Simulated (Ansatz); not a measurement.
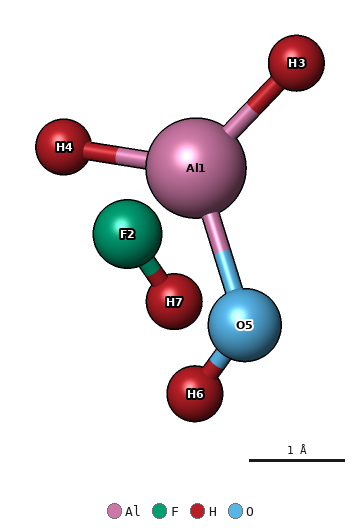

**Figure 1.** The input geometry (ball-and-stick view, seen at an oblique angle; atoms are numbered from 1 in the order of the input). Sticks mark near contacts. Bond lengths as drawn: Al–H 1.57 to 1.58 Å, Al–O 1.76 Å, F–H 0.93 Å and H–O 0.96 Å.

Geometry relaxation of AlH4OF (part 1 of 2)

The run: geometry relaxation of AlH4OF. Method and program: RKS B3LYP/def2-TZVP (Ansatz 0.2.0).

It belongs to a series of runs on one base structure; here: end point B relaxed. Figures and captions count atoms from 1; the log counts them from 0 in places.

**Input**
```yaml
crystal:
  periodic: [false, false, false]
  atoms:
    - { symbol: Al, position_ang: [0.037938, -0.414636, -0.485845] }
    - { symbol: F, position_ang: [-0.018761, -0.11352, 2.383359] }
    - { symbol: H, position_ang: [1.410014, 0.295367, -0.742393] }
    - { symbol: H, position_ang: [-1.381389, 0.101907, -0.932444] }
    - { symbol: O, position_ang: [0.140859, -2.010767, 0.240854] }
    - { symbol: H, position_ang: [-0.642581, -2.566262, 0.258177] }
    - { symbol: H, position_ang: [0.13392, -1.013888, 2.205892] }
basis:
  gaussian: { orbitals: def2-TZVP }
hamiltonian:
  xc: b3lyp
relax:
  f_tol: 0.03
  max_steps: 50
output:
  orbitals: {}
```

Machine: 4 threads of Intel Xeon (Granite Rapids), 32 GiB of memory available, shared host.

Command:
```bash
ansatz run input.yaml --threads 4 --pin off --max-ram 5120MiB --backend cpu --events-out ev --progress --plain --runs-dir out
```

**What the program printed**
```
The last accepted step is kept in [file] (removed where the run ends without a failure and the disk answers)
Engine: ansatz 0.2.0, x86_64-unknown-linux-gnu
Functional definition: B3LYP
  parameter a0 = 0.2
  parameter ax = 0.72
  parameter ac = 0.81
  exchange = (1 - a0 - ax)*slater_x + ax*b88_x + a0*exact_x
  correlation = (1 - ac)*vwn_rpa_c + ac*lyp_c
742 factors; their error is unknown
mean field evaluation 1: about -11423.4263 eV, gradient 6.8e1 eV
mean field evaluation 2: about -11398.7185 eV, gradient 1.3e2 eV
mean field evaluation 4: about -11430.4346 eV, gradient 1.0e1 eV
mean field evaluation 8: about -11430.5643 eV, gradient 2.0e-2 eV
mean field evaluation 16: about -11430.5843 eV, gradient 4.7e-5 eV
mean field -11430.58431022 eV, -420.0662254723 hartree, gradient 4.7e-5 eV, S^2 0.000000; 0 other end points of the search recorded, 0 dependent functions left out
the calculation of the forces begins
reference -11430.58455249 eV, -420.0662343756 hartree; 17, 17 occupied and 106, 106 virtual orbitals, 742 factors
relax step   1: F+E_penalty+E_count = -11430.58431022 eV  Δ(F+E_penalty+E_count) = +0.000e0 eV  max|allowed force component| = 7.283e-1 eV/Å  Δτ_max = 0.0000 Å  (25 SCF iters, accepted)
these checks for a lower state are left out or cut short: starts, cluster_reference, orbital_swaps, neighbouring_geometries, increment
742 factors; their error is unknown
mean field -11430.67512135 eV, -420.0695627196 hartree, gradient 2.5e-5 eV, S^2 0.000000; 0 other end points of the search recorded, 0 dependent functions left out
[... from here on the field's lines of each further geometry are left out, up to the last ...]
relax step   2: F+E_penalty+E_count = -11430.67512135 eV  Δ(F+E_penalty+E_count) = -9.081e-2 eV  max|allowed force component| = 5.391e-1 eV/Å  Δτ_max = 0.1930 Å  (28 SCF iters, accepted)
relax step   3: F+E_penalty+E_count = -11430.77186660 eV  Δ(F+E_penalty+E_count) = -9.675e-2 eV  max|allowed force component| = 4.463e-1 eV/Å  Δτ_max = 0.1950 Å  (35 SCF iters, accepted)
relax step   4: F+E_penalty+E_count = -11430.84455134 eV  Δ(F+E_penalty+E_count) = -7.268e-2 eV  max|allowed force component| = 6.946e-1 eV/Å  Δτ_max = 0.1950 Å  (28 SCF iters, accepted)
relax step   5: F+E_penalty+E_count = -11430.86219527 eV  Δ(F+E_penalty+E_count) = -1.764e-2 eV  max|allowed force component| = 6.936e-1 eV/Å  Δτ_max = 0.0703 Å  (29 SCF iters, accepted)
relax step   6: F+E_penalty+E_count = -11430.90410557 eV  Δ(F+E_penalty+E_count) = -4.191e-2 eV  max|allowed force component| = 2.853e-1 eV/Å  Δτ_max = 0.0689 Å  (29 SCF iters, accepted)
relax step   7: F+E_penalty+E_count = -11430.96876456 eV  Δ(F+E_penalty+E_count) = -6.466e-2 eV  max|allowed force component| = 1.054e0 eV/Å  Δτ_max = 0.1338 Å  (35 SCF iters, accepted)
relax step   8: F+E_penalty+E_count = -11431.13060443 eV  Δ(F+E_penalty+E_count) = -1.618e-1 eV  max|allowed force component| = 1.217e0 eV/Å  Δτ_max = 0.0923 Å  (28 SCF iters, accepted)
relax step   9: F+E_penalty+E_count = -11431.23159250 eV  Δ(F+E_penalty+E_count) = -1.010e-1 eV  max|allowed force component| = 4.298e0 eV/Å  Δτ_max = 0.1981 Å  (35 SCF iters, accepted)
relax step  10: F+E_penalty+E_count = -11431.57217435 eV  Δ(F+E_penalty+E_count) = -3.406e-1 eV  max|allowed force component| = 1.136e0 eV/Å  Δτ_max = 0.1994 Å  (34 SCF iters, accepted)
relax step  11: F+E_penalty+E_count = -11431.65073600 eV  Δ(F+E_penalty+E_count) = -7.856e-2 eV  max|allowed force component| = 1.223e0 eV/Å  Δτ_max = 0.1950 Å  (28 SCF iters, accepted)
relax step  12: F+E_penalty+E_count = -11431.60299620 eV  Δ(F+E_penalty+E_count) = +4.774e-2 eV  max|allowed force component| = 6.330e-1 eV/Å  Δτ_max = 0.1965 Å  (28 SCF iters, rejected (line search))
relax step  13: F+E_penalty+E_count = -11431.71953151 eV  Δ(F+E_penalty+E_count) = -6.880e-2 eV  max|allowed force component| = 5.559e-1 eV/Å  Δτ_max = 0.0982 Å  (28 SCF iters, accepted)
relax step  14: F+E_penalty+E_count = -11431.73098497 eV  Δ(F+E_penalty+E_count) = -1.145e-2 eV  max|allowed force component| = 2.120e-1 eV/Å  Δτ_max = 0.0400 Å  (30 SCF iters, accepted)
relax step  15: F+E_penalty+E_count = -11431.74041301 eV  Δ(F+E_penalty+E_count) = -9.428e-3 eV  max|allowed force component| = 2.095e-1 eV/Å  Δτ_max = 0.1008 Å  (29 SCF iters, accepted)
relax step  16: F+E_penalty+E_count = -11431.74281256 eV  Δ(F+E_penalty+E_count) = -2.400e-3 eV  max|allowed force component| = 1.014e-1 eV/Å  Δτ_max = 0.0419 Å  (29 SCF iters, accepted)
the calculation of the forces begins
reference -11431.74413761 eV, -420.1088483427 hartree; 17, 17 occupied and 106, 106 virtual orbitals, 742 factors
relax step  17: F+E_penalty+E_count = -11431.74389518 eV  Δ(F+E_penalty+E_count) = -1.083e-3 eV  max|allowed force component| = 1.546e-2 eV/Å  Δτ_max = 0.0264 Å  (29 SCF iters, accepted)
```

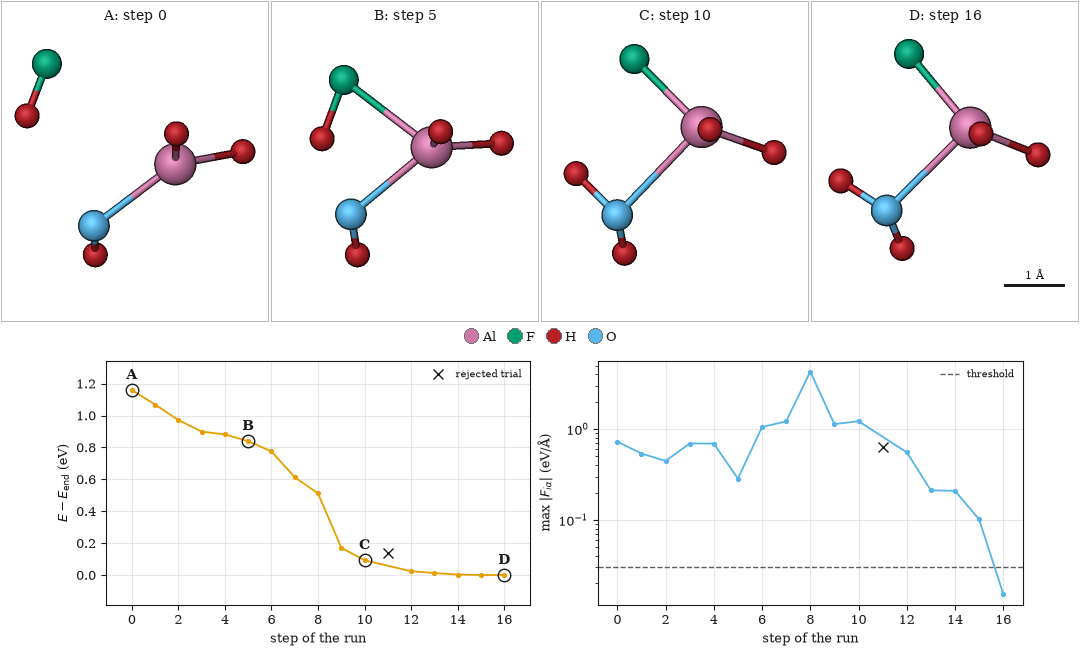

**Figure 2.** Frames of the relaxation (ball-and-stick view, seen at a tilt) above the curves, on which the letters mark them (the first geometry is step 0 here and step 1 in the log).

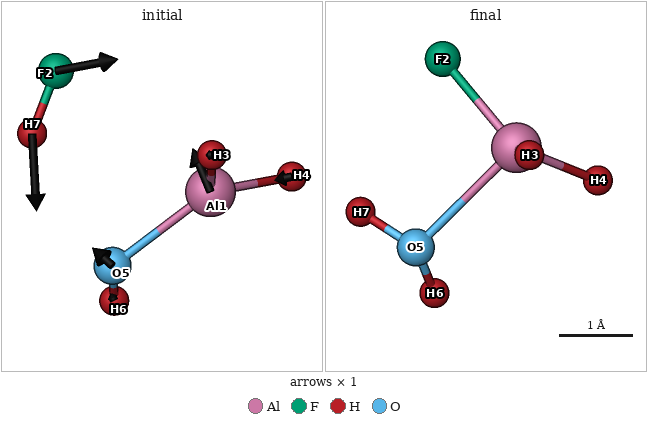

**Figure 3.** Before (left) and after (right) the relaxation, at one scale (ball-and-stick view, seen at a tilt). The black arrows give the displacements, at true length. The largest move after the best rigid fit is that of H7, 1.09 Å. Largest moves by element: H 1.09 Å, F 0.94 Å, Al 0.67 Å, O 0.41 Å. Among the contacts that change: F2–H7 0.930 → 2.423 Å, O5–H7 2.203 → 0.970 Å, Al1–F2 2.886 → 1.686 Å, Al1–O5 1.757 → 2.019 Å. New bonds form: Al1–F2 (2.89 → 1.69 Å), O5–H7 (2.20 → 0.97 Å). Bonds break: F2–H7 (0.93 → 2.42 Å). Among the angles that change: H4–Al1–O5 117.9° → 98.8°, H3–Al1–O5 115.4° → 104.9°, H3–Al1–H4 126.5° → 122.4°. Over 16 geometry steps the energy falls by 1.160 eV. Largest force component: 0.73 eV/Å at the start, 0.015 eV/Å at the end. The line search rejected the trial step at point 11 (counted from 0) and went back. (Atoms are counted from 1 in the order of the input.)

```
742 factors; their error is unknown
mean field -11431.74389518 eV, -420.1088394337 hartree, gradient 1.2e-5 eV, S^2 0.000000; 1 other end points of the search recorded, 0 dependent functions left out
the calculation of the forces begins
reference -11431.74413761 eV, -420.1088483427 hartree; 17, 17 occupied and 106, 106 virtual orbitals, 742 factors
Total energy: -11431.74413761 eV, -420.1088483427 hartree
Atom 0 at     0.047134    -0.010202     0.074384 Å, force     0.015465     0.001778    -0.008258 eV/Å
Atom 1 at    -0.029150     0.456045     1.693063 Å, force    -0.004415    -0.000127     0.004451 eV/Å
Atom 2 at     1.428339     0.254016    -0.640680 Å, force    -0.008945     0.000035     0.002398 eV/Å
Atom 3 at    -1.329398    -0.020250    -0.713970 Å, force    -0.000699     0.000382    -0.000210 eV/Å
Atom 4 at     0.105236    -1.954045     0.616393 Å, force    -0.006109    -0.005493     0.012860 eV/Å
Atom 5 at    -0.641430    -2.486666     0.312264 Å, force    -0.001386     0.000511    -0.002625 eV/Å
Atom 6 at     0.099270    -1.960697     1.586147 Å, force     0.006090     0.002914    -0.008616 eV/Å
Dipole moment:    -0.217475    -0.906202     0.124328 e Å
```

**Trajectory as extended XYZ (Å, eV, eV/Å), 17 frames, from step=1 to step=17**
```
7
Properties=species:S:1:pos:R:3:forces:R:3 step=1 energy=-11430.58431
Al    0.0379   -0.4146   -0.4858    0.0088  -0.6179   0.4172
F    -0.0188   -0.1135    2.3834   -0.0328   0.2045  -0.1017
H     1.4100    0.2954   -0.7424    0.0172   0.0170   0.0176
H    -1.3814    0.1019   -0.9324    0.0091  -0.0010  -0.0140
O     0.1409   -2.0108    0.2409   -0.0766   0.7283  -0.0808
H    -0.6426   -2.5663    0.2582    0.0042  -0.0281  -0.0192
H     0.1339   -1.0139    2.2059    0.0701  -0.3027  -0.2191
7
Properties=species:S:1:pos:R:3:forces:R:3 step=2 energy=-11430.67512
Al    0.0323   -0.4062   -0.4135   -0.0160  -0.0660   0.4129
F    -0.0260   -0.1520    2.2259   -0.0014   0.5391   0.0482
H     1.4082    0.3015   -0.6659    0.0029  -0.0095  -0.0120
H    -1.3768    0.1007   -0.9033    0.0191  -0.0413  -0.0517
O     0.1147   -1.9601    0.3765   -0.2958  -0.0949  -0.2074
H    -0.6382   -2.5623    0.2902    0.3088   0.1812   0.1049
H     0.1658   -1.0434    2.0178   -0.0177  -0.5085  -0.2948
7
Properties=species:S:1:pos:R:3:forces:R:3 step=3 energy=-11430.77187
Al    0.0200   -0.3805   -0.2722    0.1634   0.4463  -0.0087
F     0.0566   -0.1248    2.0650   -0.0774   0.1463  -0.2623
H     1.3987    0.3036   -0.5833   -0.0333   0.0003   0.0003
H    -1.3727    0.0784   -0.8601    0.0189  -0.0407   0.0872
O     0.1167   -1.9708    0.4295   -0.1047  -0.1335   0.1330
H    -0.6236   -2.5676    0.3073   -0.0273  -0.1819   0.0405
H     0.0845   -1.0601    1.8414    0.0605  -0.2367   0.0099
7
Properties=species:S:1:pos:R:3:forces:R:3 step=4 energy=-11430.84455
Al    0.0354   -0.3565   -0.1737    0.0449   0.6829  -0.2185
F     0.0339   -0.0989    1.8731   -0.0200   0.1620  -0.0314
H     1.4096    0.3121   -0.5347    0.0016  -0.0281  -0.0633
H    -1.3626    0.0735   -0.7718    0.0227  -0.0145   0.0483
O     0.1124   -1.9842    0.4682   -0.3572  -0.6946   0.1533
H    -0.6306   -2.5872    0.3216    0.3620   0.1465   0.0999
H     0.0820   -1.0807    1.7448   -0.0540  -0.2541   0.0116
7
Properties=species:S:1:pos:R:3:forces:R:3 step=5 energy=-11430.86219
Al    0.0491   -0.3323   -0.1400    0.0725   0.4682  -0.2949
F     0.0189   -0.0964    1.8146   -0.0288   0.1806   0.2574
H     1.4235    0.2983   -0.5736   -0.0256  -0.0387  -0.0274
H    -1.3574    0.0930   -0.7149    0.0032  -0.0045  -0.0029
O     0.1106   -1.9842    0.5007    0.5822   0.2808   0.3696
H    -0.5873   -2.5936    0.3235   -0.6238  -0.6936  -0.1393
H     0.0226   -1.1066    1.7174    0.0202  -0.1929  -0.1625
```
